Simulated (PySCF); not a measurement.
Si(H)(OH)(SH)2, SMILES O[SiH](S)S (H₄OS₂Si), PBE0/def2-SVP optimised geometry. Atoms within 1.6 Å of the plane z = 0.0 Å (x, y, z in Å): Si1 (-0.59, -0.61, 0.00), O2 (1.07, -0.61, 0.00), S3 (-1.51, 1.32, 0.00), H5 (-1.09, -1.32, 1.21), H6 (1.51, -0.29, 0.80), H7 (-1.84, 1.27, 1.31).

Calculation: PBE0/def2-TZVP run with PySCF. Cells within 0.4 Å of a nucleus heavier than hydrogen are left out (blank, or x).

Map of the deformation density (molecule minus spherical neutral atoms) (e/bohr³) on the plane z = 0.0 Å:

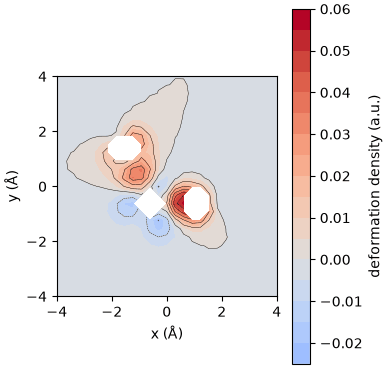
Deformation density (molecule minus spherical neutral atoms) (e/bohr³) on the plane z = 0.0 Å.
